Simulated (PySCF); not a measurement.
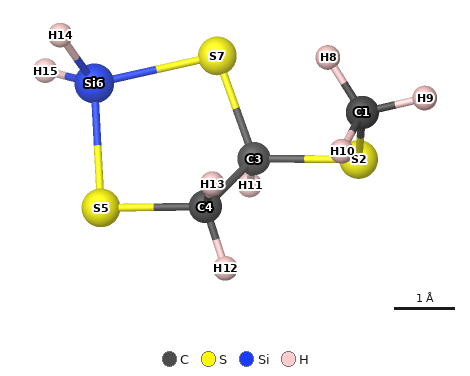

The structure (ball-and-stick view, seen at an oblique angle; atoms are numbered from 1 in the order of the input). Bond lengths as drawn: C–C 1.52 Å, C–H 1.10 Å, C–S 1.81 to 1.85 Å, H–Si 1.49 Å and S–Si 2.15 Å.

**What a change does: NMR shielding calculation on C3H8S3Si**

System: C3H8S3Si.
Method of run 1: GIAO PBE0/pcSseg-1 NMR shielding, non-relativistic, IEF-PCM dimethylsulfoxide (PySCF 2.14.0).

The geometry comes from this level: PBE0-D3(BJ)/def2-SVP. Text and figures count atoms from 1; the logs count them from 0 in places.

### Input file, run 1
```
{"job": {"kind": "nmr", "xc": "PBE0", "basis": "pcSseg-1", "solvent": "dimethylsulfoxide", "pop": false}, "charge": 0, "multiplicity": 1}
C     -2.421293    -0.415814    -0.726854
S     -1.810108    -0.557367     0.965982
C     -0.067627    -0.114901     0.769803
C      0.707577    -1.072661    -0.116396
S      2.479176    -0.627895    -0.205271
Si     2.124433     1.469336    -0.511453
S      0.092490     1.629353     0.172733
H     -2.107737     0.543521    -1.164690
H     -3.517560    -0.436394    -0.658506
H     -2.092505    -1.248242    -1.365239
H      0.330197    -0.155044     1.795590
H      0.663351    -2.085421     0.311791
H      0.280982    -1.104234    -1.129744
H      2.220909     1.922433    -1.930968
H      3.111116     2.246682     0.292344
```

The first line tells a small driver script what to run in PySCF; the rest is the geometry in Å.

Launched with:
```bash
OMP_NUM_THREADS=1 python <driver script> task.json out
```

Hardware: 1 CPU thread, shared host.

### Output (run 1)
```
coarse grid: 14720 points
cycle   1  E = -1602.4230138748  dE =  6.664e-01  |g| = 2.993e-01  |ddm| = 3.743e+00
cycle   2  E = -1602.4231426084  dE = -1.287e-04  |g| = 3.182e-01  |ddm| = 7.362e-01
cycle   3  E = -1602.4484936072  dE = -2.535e-02  |g| = 5.497e-02  |ddm| = 3.772e-01
cycle   4  E = -1602.4490725032  dE = -5.789e-04  |g| = 2.743e-02  |ddm| = 7.223e-02
cycle   5  E = -1602.4492670597  dE = -1.946e-04  |g| = 4.355e-03  |ddm| = 3.235e-02
cycle   6  E = -1602.4492722122  dE = -5.152e-06  |g| = 1.533e-03  |ddm| = 7.118e-03
final grid: 123768 points
cycle   7  E = -1602.4976569371  dE = -1.955e-05  |g| = 1.090e-02  |ddm| = 3.032e-02
cycle   8  E = -1602.4976320808  dE =  2.486e-05  |g| = 1.472e-02  |ddm| = 2.272e-02
cycle   9  E = -1602.4976850835  dE = -5.300e-05  |g| = 1.275e-03  |ddm| = 1.354e-02
cycle  10  E = -1602.4976855008  dE = -4.173e-07  |g| = 2.216e-04  |ddm| = 1.502e-03
cycle  11  E = -1602.4976855126  dE = -1.174e-08  |g| = 7.030e-05  |ddm| = 2.407e-04
cycle  12  E = -1602.4976855138  dE = -1.231e-09  |g| = 1.333e-05  |ddm| = 7.740e-05
cycle  13  E = -1602.4976855138  dE = -3.593e-11  |g| = 3.725e-06  |ddm| = 2.048e-05
converged SCF energy = -1602.4976855138

GIAO shielding tensors (ppm)
atom      isotropic    diamagn.    paramagn.     s11        s22        s33       span
  0 C      172.372     250.524     -78.152    162.140    168.346    186.630     24.490
  1 S      522.714    1056.404    -533.691    398.978    446.679    722.484    323.505
  2 C      119.299     252.000    -132.700     72.177    138.536    147.186     75.009
  3 C      141.111     251.223    -110.112    103.190    152.782    167.360     64.169
  4 S      640.751    1057.028    -416.278    455.013    597.513    869.727    414.714
  5 Si     345.839     877.481    -531.642    296.606    335.640    405.269    108.663
  6 S      624.696    1058.444    -433.749    427.193    578.193    868.701    441.508
  7 H       28.486      30.023      -1.537     22.313     29.776     33.369     11.056
  8 H       29.337      27.497       1.840     23.865     25.839     38.306     14.441
  9 H       29.025      29.485      -0.460     23.404     27.220     36.452     13.047
 10 H       26.942      31.419      -4.478     22.664     26.261     31.900      9.236
 11 H       28.322      30.176      -1.854     21.214     28.300     35.450     14.236
 12 H       28.307      31.475      -3.168     21.358     29.085     34.479     13.122
 13 H       25.750      26.883      -1.133     21.867     22.804     32.579     10.712
 14 H       25.762      26.570      -0.808     22.125     22.521     32.640     10.515
```

For run 2 the input was changed thus:
```diff
-"solvent": "dimethylsulfoxide"
-"pop": false
+"solvent": "chloroform"
+"pop": true
```

Predict how the results change.

The total energy of run 2 is 1.5 kcal/mol higher: the change of the electrostatic solvation energy at this fixed geometry, without cavity or dispersion terms. The dipole moment goes from 2.06 to 1.87 D. Of all shieldings, the largest change is that of S2 and S5, by −2.2 ppm. The number of SCF iterations is the same.

### Output (run 2)
```
coarse grid: 14720 points
cycle   1  E = -1602.4199645098  dE =  6.694e-01  |g| = 3.018e-01  |ddm| = 3.744e+00
cycle   2  E = -1602.4191790470  dE =  7.855e-04  |g| = 3.262e-01  |ddm| = 7.620e-01
cycle   3  E = -1602.4460366060  dE = -2.686e-02  |g| = 5.636e-02  |ddm| = 3.976e-01
cycle   4  E = -1602.4466423918  dE = -6.058e-04  |g| = 2.830e-02  |ddm| = 7.628e-02
cycle   5  E = -1602.4468498541  dE = -2.075e-04  |g| = 4.726e-03  |ddm| = 3.427e-02
cycle   6  E = -1602.4468561136  dE = -6.259e-06  |g| = 1.551e-03  |ddm| = 7.957e-03
final grid: 123768 points
cycle   7  E = -1602.4952567931  dE = -1.951e-05  |g| = 1.086e-02  |ddm| = 3.031e-02
cycle   8  E = -1602.4952305726  dE =  2.622e-05  |g| = 1.485e-02  |ddm| = 2.298e-02
cycle   9  E = -1602.4952846622  dE = -5.409e-05  |g| = 1.345e-03  |ddm| = 1.403e-02
cycle  10  E = -1602.4952851287  dE = -4.665e-07  |g| = 2.343e-04  |ddm| = 1.623e-03
cycle  11  E = -1602.4952851420  dE = -1.332e-08  |g| = 7.048e-05  |ddm| = 2.624e-04
cycle  12  E = -1602.4952851432  dE = -1.231e-09  |g| = 1.443e-05  |ddm| = 8.027e-05
cycle  13  E = -1602.4952851433  dE = -4.820e-11  |g| = 3.913e-06  |ddm| = 2.215e-05
converged SCF energy = -1602.4952851433

GIAO shielding tensors (ppm)
atom      isotropic    diamagn.    paramagn.     s11        s22        s33       span
  0 C      172.289     250.521     -78.233    162.358    168.146    186.362     24.004
  1 S      520.533    1056.280    -535.747    398.108    444.813    718.679    320.571
  2 C      119.186     251.905    -132.719     72.105    138.286    147.167     75.062
  3 C      140.968     251.228    -110.260    103.055    152.558    167.291     64.236
  4 S      638.535    1056.934    -418.398    451.547    595.207    868.852    417.305
  5 Si     346.071     877.559    -531.488    296.988    335.227    405.999    109.011
  6 S      622.867    1058.336    -435.469    425.485    575.632    867.484    441.999
  7 H       28.461      30.022      -1.560     22.310     29.747     33.327     11.017
  8 H       29.394      27.570       1.824     23.948     25.927     38.307     14.359
  9 H       29.136      29.622      -0.485     23.530     27.350     36.528     12.999
 10 H       27.001      31.472      -4.472     22.740     26.326     31.937      9.197
 11 H       28.394      30.271      -1.877     21.344     28.362     35.478     14.134
 12 H       28.412      31.624      -3.212     21.489     29.166     34.581     13.092
 13 H       25.765      26.957      -1.192     21.902     22.811     32.582     10.681
 14 H       25.771      26.618      -0.847     22.151     22.517     32.643     10.492
```

### The two runs side by side

```tsv
quantity	run 1	run 2
outcome	converged	converged
total energy (hartree)	−1602.497686	−1602.495285
HOMO (eV)	−6.81	−6.80
LUMO (eV)	−0.43	−0.45
dipole moment (D)	2.06	1.87
shielding of S2 (ppm)	522.7	520.5
shielding of C3 (ppm)	119.3	119.2
shielding of C4 (ppm)	141.1	141.0
shielding of S5 (ppm)	640.8	638.5
shielding of Si6 (ppm)	345.8	346.1
shielding of S7 (ppm)	624.7	622.9
shielding of H10 (ppm)	29.0	29.1
SCF iterations	13	13
basis functions	187	187
wall time (shared host)	35 s	38 s
```
